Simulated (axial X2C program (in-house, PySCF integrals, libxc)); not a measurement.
# GaP⁻: relativistic diatomic calculation

System: GaP⁻, single determinant with Ω = 1/2. The distance is the PBE0 minimum at charge −1.
Method: expectation values, HF and Kohn-Sham, two-component X2C with atomic mean-field Coulomb and Gaunt terms, Ga dyall-acv3z, P dyall-av3z (cores contracted) (axial X2C program (in-house, PySCF integrals, libxc)).

### Input file
```
{"zs": [31, 15], "q": -1, "bas": ["dyall-acv3z", "dyall-av3z"], "r0": 2.19, "levels": ["PBE0", "HF", "PBE", "PBE50", "BHandHLYP"], "nst": 3}
```

The line is the task of a batch: nuclear charges, charge, bases, the levels to run, a first guess of the distance and further settings. This report covers the levels named above. The log is that of the reference distance.

Hardware: 1 thread of AMD EPYC (Zen 3), 16 GiB of memory available, shared host.

Launched within a batch (the task file carries these settings):
```bash
python <driver script> task.json out
```

### Output
```
two-component X2C + atomic mean field  PBE0
basis functions 186  fitting functions 1035  grid points 5078
iter        total energy     max residual
   1      -2280.354262390     2.62e+00
   2      -2284.958586417     6.32e-02
   3      -2283.908321561     1.50e-01
   4      -2285.040513597     3.23e-02
   5      -2285.087708733     1.48e-02
   6      -2285.097759922     4.18e-03
   7      -2285.098176208     1.43e-03
   8      -2285.098296617     3.30e-04
   9      -2285.098301032     2.20e-04
  10      -2285.098302787     6.69e-05
  11      -2285.098303465     3.62e-05
  12      -2285.098303787     2.28e-05
  13      -2285.098303908     7.64e-06
  14      -2285.098303921     2.12e-06
  15      -2285.098303922     5.55e-07
converged
one-electron -3420.30038720  Coulomb 1119.66300638  exact exchange -24.30450406  xc functional -74.88062740  nuclear repulsion 115.41623034  atomic mean-field constant -0.69202198
```

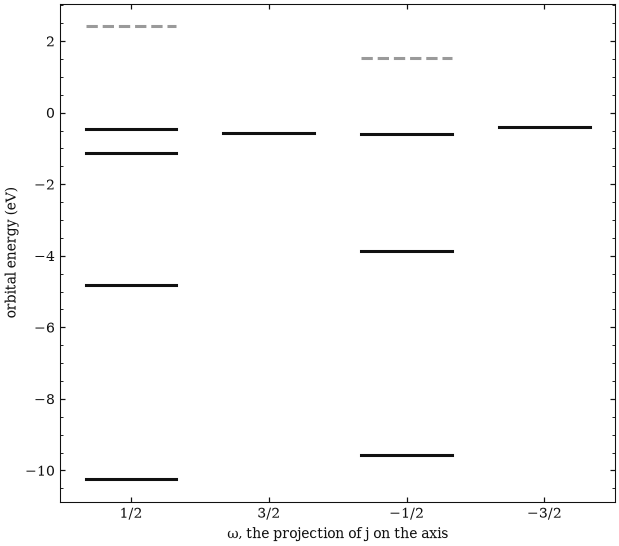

Orbital energies (PBE0) near the frontier at 2.13 Å, filled (solid) and empty (dashed). The highest filled spinor (−3/2; 65 % P p, 25 % Ga p) lies at −0.41 eV, the lowest empty one (−1/2; 34 % Ga p, 34 % P p) at 1.54 eV.

### What the run reported

```tsv
quantity	value
outcome	BHandHLYP not converged
wall time	23 s
peak memory	0.34 GiB
```

### What went wrong

The SCF did not converge for BHandHLYP; the log shown is that of a level that did.
